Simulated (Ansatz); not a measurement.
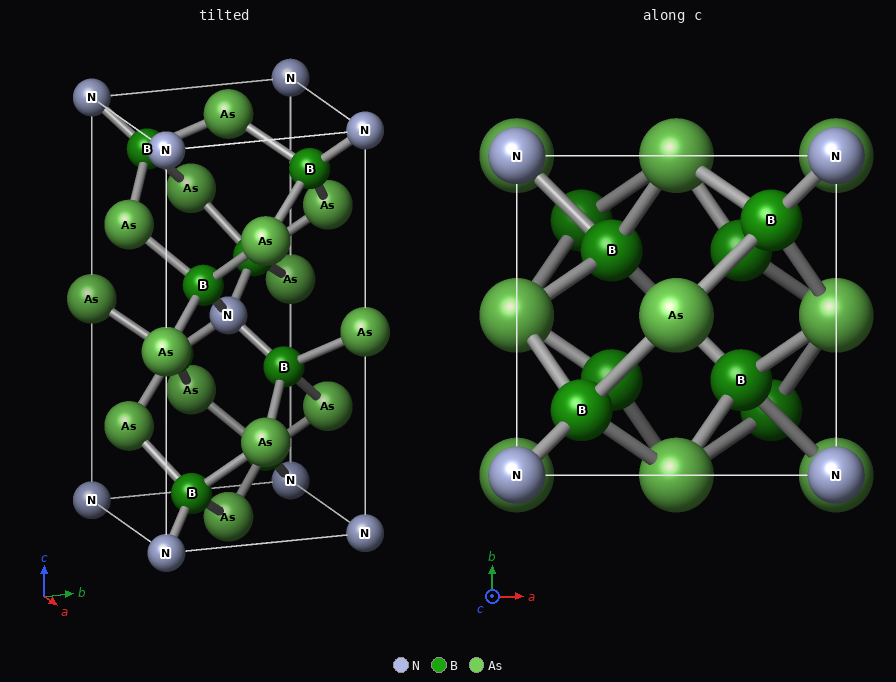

Figure: ball-and-stick view slightly off an axis and along the c axis. The conventional unit cell is outlined; an atom on or near a face, edge or corner is repeated at each equivalent position.

B₄As₃N, space group I-42m (No. 121), a = 4.522 Å, b = 4.522 Å, c = 8.899 Å, α = 90.00°, β = 90.00°, γ = 90.00°. Source of the structure: a structure type filled with these elements by a generator (whether the compound takes this form wasn't checked). Earlier steps of the study, as a rule a relaxation of our own, may have changed the cell and positions, so they can lie some per cent off the listed ones. An electronic-structure calculation with Ansatz was run on it.

This one geometry was computed with Ansatz (DFT, plane waves, PAW) at five levels of theory: PBE, PBE with spin-orbit coupling, PBE0, r2SCAN and HSE06. It was relaxed beforehand with r2SCAN.

Question: Which level gives the highest pressure at this volume, and what does that say about its equilibrium volume?

Answer: Highest: PBE (2.1 GPa) and PBE with spin-orbit coupling (2.1 GPa), which points to the largest equilibrium volume. Lowest, with the smallest volume: PBE0 (-2.0 GPa) and HSE06 (-2.0 GPa). Levels within 0.5 GPa of each other can't be told apart.

Question: How does the band gap change with the level of theory?

Answer: PBE with spin-orbit coupling: a gap of 1.17 eV, direct; PBE: a gap of 1.24 eV, direct; r2SCAN: a gap of 1.53 eV, direct; HSE06: a gap of 2.03 eV, direct; PBE0: a gap of 2.72 eV, direct.

Question: Collect the results in a table.

Answer:
| level | cutoff (eV) | k-mesh of the run's cell | gap (eV) | pressure (GPa) |
| --- | --- | --- | --- | --- |
| PBE | 420 | 8×8×8 | 1.24 | 2.1 |
| PBE with spin-orbit coupling | 420 | 8×8×8 | 1.17 | 2.1 |
| PBE0 | 420 | 4×4×4 | 2.72 | -2.0 |
| r2SCAN | 500 | 8×8×8 | 1.53 | 0.0 |
| HSE06 | 420 | 4×4×4 | 2.03 | -2.0 |

Gaps are taken on the k-mesh or band path of each run.
